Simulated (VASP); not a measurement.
Band structure of ZnS (zinc blende). Method: PBE GGA with D3 dispersion (zero damping), VASP's PBE PAW potentials (set 64) (plane waves; VASP 6.6.1).

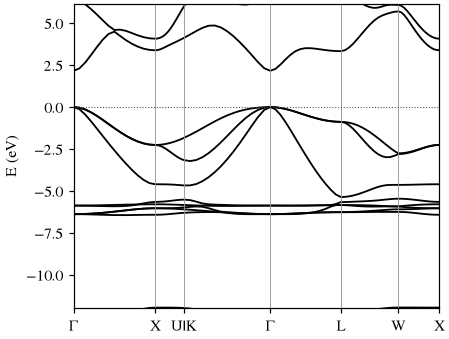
*Bands along high-symmetry lines, zero at the valence-band maximum or, without a gap, the Fermi level*

Problem. Read the plot: is there a gap, and where are the band edges?

Solution. The gap is direct, 2.16 eV, from the valence maximum at Γ to the conduction minimum at Γ. (Edges off the drawn lines would not show.)

Measured: gap 3.94 eV (computed value off by -1.78 eV), as given by Wei Chen et al., Physical Review Materials (2018), doi:10.1103/physrevmaterials.2.073803 [zero-point renormalisation of 0.1 eV added back (the table's ZPR column)].

The compound is ZnS in the zinc blende structure. It was relaxed first.
